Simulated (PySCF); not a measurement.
Vertical excitations of a molecule C4H13NSi from TDA-PBE/def2-SVPD (PySCF), as energy in eV (oscillator strength): 4.71 (0.006), 4.83 (0.026), 5.44 (0.009), 5.66 (0.008), 5.98 (0.008), 6.01 (0.024). Lowest triplet (TDA): 4.64 eV. The structure is a stationary point at PBE0-D3(BJ)/def2-SVP. The values are those of a single conformer.

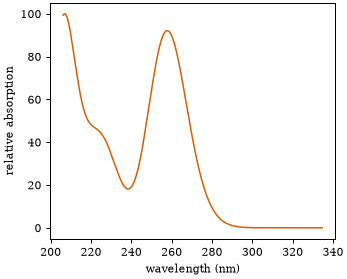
*The lines broadened by 0.4 eV.*

**Question.** Which molecule gave these data?
(A) CCC[C@H](N)[SiH3]
(B) CCC[SiH2]CN
(C) CN[Si](C)(C)C
(D) C[SiH2]CN(C)C

**Answer.** D, C[SiH2]CN(C)C
